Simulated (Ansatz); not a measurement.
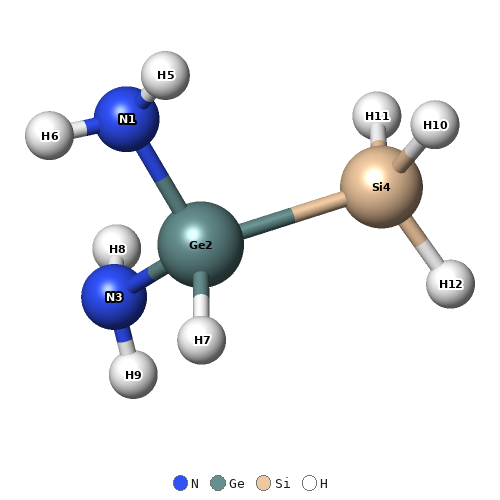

The system is GeH₈N₂Si, SMILES [NH2][GeH]([NH2])[SiH3]; the picture shows the reference structure. Coordinates scanned: (1) dihedral Si4–Ge2–N3–H8; (2) dihedral H5–N1–Ge2–Si4. Nothing is relaxed (all other coordinates rigid). Grid: 9 × 9 points. Points are written as (first, second). All energies are given in kJ/mol relative to the relaxed molecule at the same level. The calculation used RKS PBE-D4/def2-TZVP (Ansatz).

Its coordinates:

```xyz
12

N    -1.4689    1.1069   -0.5091
Ge    0.0446    0.5102    0.3958
N    -0.6982   -0.3428    1.8758
Si    1.2374   -0.8860   -1.1595
H    -1.2615    1.5557   -1.4019
H    -2.0226    1.7553    0.0537
H     0.9608    1.6115    1.0234
H    -1.1961   -1.1998    1.6306
H    -0.0114   -0.5686    2.5963
H     1.5315   -0.1700   -2.4430
H     0.4245   -2.1039   -1.4704
H     2.5370   -1.3237   -0.5578
```

Range: dihedral Si4–Ge2–N3–H8 from −180 to 140°; dihedral H5–N1–Ge2–Si4 from −180 to 140°.

Q: Predict the map.

A: The lowest grid point is at (−60°, −60°), 1.4 kJ/mol from the relaxed molecule at the same level. The bottom of the well lies between grid points, at about (−45°, −55°), about 1.3 kJ/mol lower on the interpolated surface. There are further wells near (−60°, 140°) (8.2 kJ/mol above the lowest at that grid point); (140°, −60°) (8.3 kJ/mol above the lowest at that grid point). The highest grid point, (−140°, 140°), lies 30.4 kJ/mol above the lowest. On the interpolated surface the easiest way out of the lowest well to the well at about (−40°, 140°) passes a barrier of about 15 kJ/mol, counted from the interpolated bottom of the well. Round the minimum the valley is somewhat tilted: raising dihedral Si4–Ge2–N3–H8 shifts the best value of dihedral H5–N1–Ge2–Si4 downwards (coupling k₁₂/√(k₁₁k₂₂) about 0.3).

```tsv
dihedral H5–N1–Ge2–Si4 ↓, dihedral Si4–Ge2–N3–H8 →	−180	−140	−100	−60	−20	20	60	100	140
140	24.6	31.8	24.1	9.6	9.6	20.7	26.5	24.7	21.0
100	21.4	26.6	25.4	14.4	11.3	17.9	23.4	24.8	22.4
60	21.2	21.0	20.2	17.2	17.3	20.1	21.3	22.6	23.2
20	21.2	20.6	15.5	12.9	17.6	23.5	22.5	19.2	19.5
−20	15.7	19.8	12.0	4.3	9.4	20.7	22.6	15.3	11.0
−60	11.7	18.1	12.1	1.4	2.9	14.4	20.9	17.1	9.7
−100	19.0	22.6	19.5	10.0	8.4	14.6	21.7	25.9	22.1
−140	27.7	27.0	23.0	16.4	16.3	19.9	22.7	27.4	29.7
−180	27.6	29.6	21.1	11.5	14.0	22.3	24.6	23.7	24.2
```

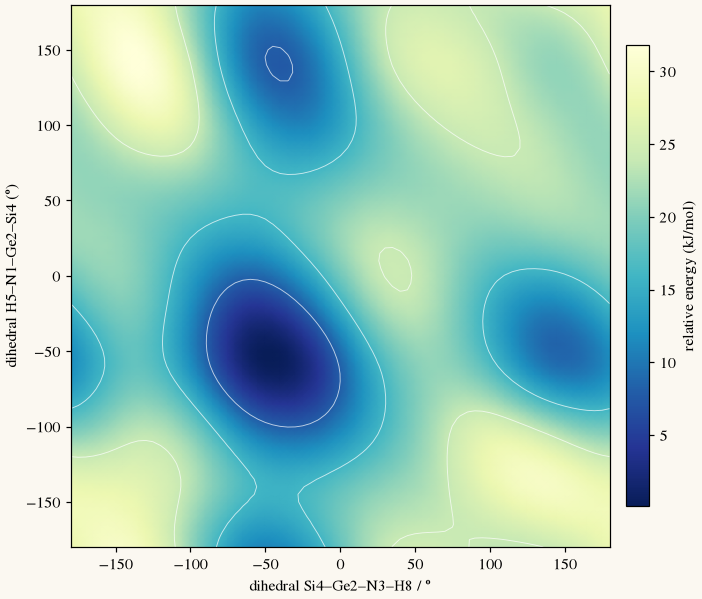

In the figure: a smooth colour map with a few white contour lines. Between grid points the surface is interpolated.

Each point was launched as `ansatz run input.yaml --threads 1 --pin off --max-ram 2560MiB --backend cpu --events-out ev --progress --plain --runs-dir out`. The whole map (81 points run) took 11 min on 1 thread of Intel(R) Xeon(R) Platinum 8375C CPU @ 2.90GHz (Ice Lake), with other jobs on the host.
